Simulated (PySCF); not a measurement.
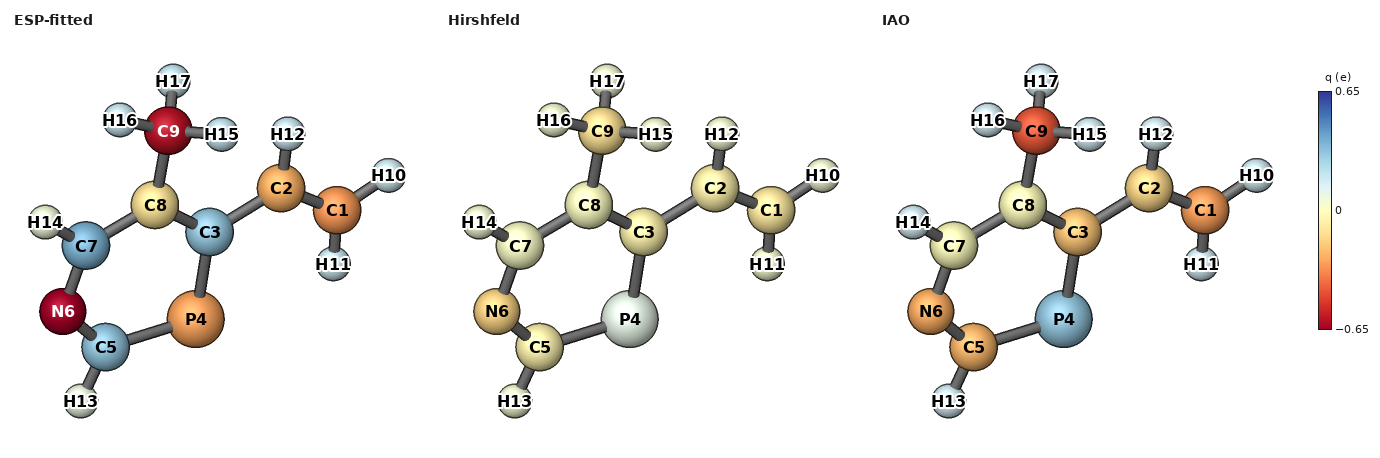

Atomic charges of one calculation by 3 schemes, on one colour scale. The geometry was computed by an optimisation with GFN2-xTB. No frequency run is at hand to confirm it as a minimum. Level of theory: PBE0/pcSseg-1 (PySCF 2.14.0).

Which scheme gives the most polar picture (largest mean size of the charges)?

Answer. The ESP-fitted charges are the largest in size here, and the Hirshfeld charges the smallest.

On which atom do the schemes disagree most?

Answer. On P4 (from −0.28 to 0.31 e).

List the charges (e), one line for each set of equivalent atoms. Atoms whose distances differ by more than 0.02 Å in this geometry are listed apart.

```tsv
atom	ESP-fitted	Hirshfeld	IAO
C1	−0.30	−0.08	−0.29
C2	−0.25	−0.05	−0.14
C3	0.31	−0.05	−0.19
P4	−0.28	0.09	0.31
C5	0.32	−0.05	−0.23
N6	−0.65	−0.16	−0.25
C7	0.36	0.02	−0.01
C8	−0.11	0.01	−0.01
C9	−0.60	−0.11	−0.43
H10	0.16	0.05	0.16
H11	0.17	0.04	0.16
H12	0.17	0.05	0.15
H13	0.08	0.04	0.16
H14	0.06	0.05	0.15
H15	0.18	0.05	0.16
H16	0.17	0.05	0.15
H17	0.18	0.05	0.16
```

The geometry is semi-empirical. Around P such bond lengths and angles can be off by a tenth of an ångström or more and by several degrees, and values that hang on the shape move with them.
